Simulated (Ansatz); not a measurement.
# U-revPBE/6-311+G(d,p) run of SiNH4O (SMILES N[SiH]O)

Aim: the vertical doublet–quartet gap of SiNH4O at U-revPBE/6-311+G**, from 2 runs. 

Program for the calculation: Ansatz 0.2.0.

53 further runs of the same task are left out: 53 set aside as unsound or not needed.

### Step 1. The structure to begin with

The species is SiNH4O (7 atoms), meant as a doublet with charge 0. As SMILES, `N[SiH]O`. The shape is that of a PBE0-D4/def2-TZVP optimisation. This is one conformer, not always the lowest.

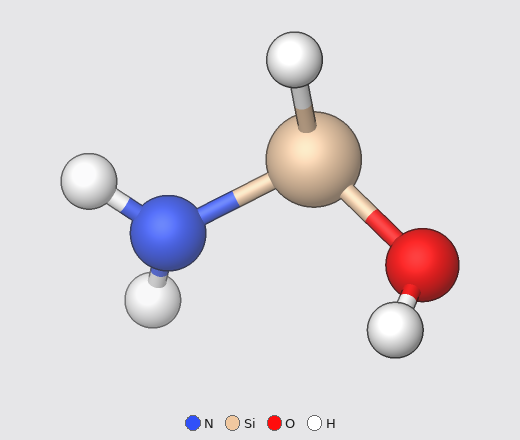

The structure, seen from a chosen angle (nitrogen blue, silicon light orange, oxygen red, hydrogen white).

### Step 2. A single-point energy at U-revPBE/6-311+G(d,p)

File job.yaml:

```yaml
crystal:
  periodic: [false, false, false]
  atoms:
    - {symbol: N, position_ang: [-0.694900, 0.548300, -0.575200]}
    - {symbol: Si, position_ang: [0.293100, 0.159000, 0.781300]}
    - {symbol: O, position_ang: [1.622900, -0.672400, 0.270300]}
    - {symbol: H, position_ang: [-0.355900, 1.168100, -1.294800]}
    - {symbol: H, position_ang: [-1.685800, 0.673200, -0.432900]}
    - {symbol: H, position_ang: [-0.599100, -0.661900, 1.664700]}
    - {symbol: H, position_ang: [1.480900, -1.282400, -0.459000]}
basis:
  gaussian: {orbitals: 6-311+G_st__st_-spherical.json}
hamiltonian: {xc: {name: revPBE}}
magnetization: {spin_polarized: true, initial_magnetization: 1}
output: {orbitals: {seedname: orbitals}}
accuracy: high
```

The basis set 6-311+G** is read from a file made from the Basis Set Exchange's data (not shown).

The run is started by

```console
$ ansatz run job.yaml --threads 1 --pin off --max-ram 3480MiB --events-out events.jsonl --progress --plain --runs-dir runs
```

The program printed:

```text
Warning: RAYON_NUM_THREADS=1 ignored (pool sized by the plan → 1); use --threads N
Functional definition: revPBE
  name "revPBE"
  parameter kappa = 1.245
  parameter beta = 0.06672455060314922
  exchange = pbe_x(kappa = kappa, mu = beta*pi^2/3)
  correlation = pbe_c(beta = beta)
1830 factors; integrals over basis functions are off by at most 4.2e-9 eV
mean field evaluation 1: about -11463.9466 eV, gradient 6.5e1 eV
mean field evaluation 2: about -11393.2632 eV, gradient 1.3e2 eV
mean field evaluation 4: about -11478.5800 eV, gradient 7.7e0 eV
mean field evaluation 8: about -11478.8357 eV, gradient 1.7e-1 eV
mean field evaluation 16: about -11478.8359 eV, gradient 5.3e-5 eV
mean field -11478.83588007 eV, -421.8394379582 hartree, gradient 3.9e-8 eV, S^2 0.751630; 0 other end points of the search recorded, 0 dependent functions left out
reference -11478.83588670 eV, -421.8394382020 hartree; 17, 16 occupied and 81, 82 virtual orbitals, 1830 factors
Total energy: -11478.83588670 eV, -421.8394382020 hartree
```

Run time: 4.5 s. Hardware: 1 thread of Intel Xeon 6975P-C (Granite Rapids), shared host; peak memory 0.3 GiB.

### Step 3. The quartet at the same level

File job.yaml:

```yaml
crystal:
  periodic: [false, false, false]
  atoms:
    - {symbol: "N", position_ang: [-0.694900, 0.548300, -0.575200]}
    - {symbol: Si, position_ang: [0.293100, 0.159000, 0.781300]}
    - {symbol: O, position_ang: [1.622900, -0.672400, 0.270300]}
    - {symbol: H, position_ang: [-0.355900, 1.168100, -1.294800]}
    - {symbol: H, position_ang: [-1.685800, 0.673200, -0.432900]}
    - {symbol: H, position_ang: [-0.599100, -0.661900, 1.664700]}
    - {symbol: H, position_ang: [1.480900, -1.282400, -0.459000]}
basis:
  gaussian:
    orbitals: 6-311+G_st__st_-spherical.json
magnetization:
  spin_polarized: true
  initial_magnetization: 3
hamiltonian:
  xc: {name: revPBE}
accuracy: high
output:
  orbitals: {seedname: orbitals}
```

The basis set 6-311+G** is read from a file made from the Basis Set Exchange's data (not shown).

The run is started by

```console
$ ansatz run job.yaml --threads 1 --pin off --max-ram 3480MiB --events-out events.jsonl --progress --plain --runs-dir runs
```

The program printed, shortened:

```text
Warning: RAYON_NUM_THREADS=1 ignored (pool sized by the plan → 1); use --threads N
[... 6 set-up lines as earlier in the session ...]
1830 factors; integrals over basis functions are off by at most 4.2e-9 eV
mean field evaluation 1: about -11457.5914 eV, gradient 6.2e1 eV
mean field evaluation 2: about -11369.0082 eV, gradient 1.3e2 eV
mean field evaluation 4: about -11462.0590 eV, gradient 4.1e1 eV
mean field evaluation 8: about -11472.1906 eV, gradient 8.1e0 eV
mean field evaluation 16: about -11472.5935 eV, gradient 9.5e-2 eV
mean field evaluation 32: about -11472.5935 eV, gradient 2.1e-7 eV
mean field evaluation 64: about -11470.2956 eV, gradient 3.5e0 eV
mean field -11472.59354741 eV, -421.6100364641 hartree, gradient 2.2e-8 eV, S^2 3.753774; 8 other end points of the search recorded, 0 dependent functions left out
reference -11472.59355260 eV, -421.6100366548 hartree; 18, 15 occupied and 80, 83 virtual orbitals, 1830 factors
Total energy: -11472.59355260 eV, -421.6100366548 hartree
```

Run time: 8.7 s. Hardware: 1 thread of Intel Xeon 6975P-C (Granite Rapids), shared host; peak memory 0.32 GiB.

### Step 4. Summary of results

At U-revPBE/6-311+G**:

| quantity | value |
| --- | --- |
| doublet: total energy | -421.83944 Eh |
| doublet: HOMO energy (highest over α and β) | -4.38 eV |
| doublet: LUMO energy (lowest over α and β) | -2.61 eV |
| doublet: ⟨S²⟩ | 0.752 |
| quartet: total energy | -421.61004 Eh |
| quartet: HOMO energy (highest over α and β) | -2.03 eV |
| quartet: ⟨S²⟩ | 3.754 |
| vertical energy of the quartet above the doublet | 6.242 eV |

What this shows: At this shape the quartet lies 6.24 eV (144 kcal/mol) above the doublet.
